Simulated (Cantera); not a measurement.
Feed: 1 mol SiH2Cl2, 0.025 mol C2H4, a varied amount of H2, at 2250 K and 0.0133 bar.

Cantera equilibrium calculation (NASA polynomials, part measured and part estimated; ideal gas, pure solids and liquids). Candidate condensed phases: C, C6H6, C7H8, C8H18, Si, SiC; 109 gas species. The tables' values for SiCl are old estimates; treat these amounts as uncertain. Gases not in the tables: Si2H6 and higher silanes. Equilibrium is a limit: real reactors are often held back by kinetics, nucleation or transport.

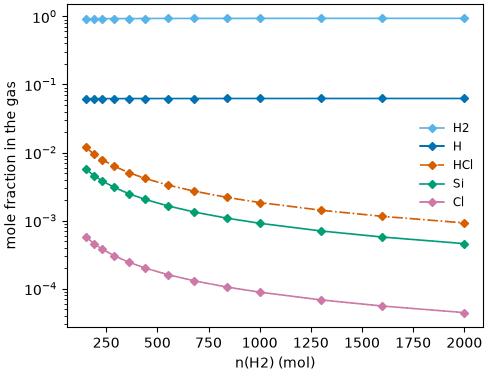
*Equilibrium gas composition (values under 1e-9 drawn at 1e-9)*

**Question.** Read off the mole fractions at 1600 mol H2.

**Answer.** H2 about 0.94, H about 0.062, HCl about 0.0012, Si about 0.00057, Cl about 5.5e-5.
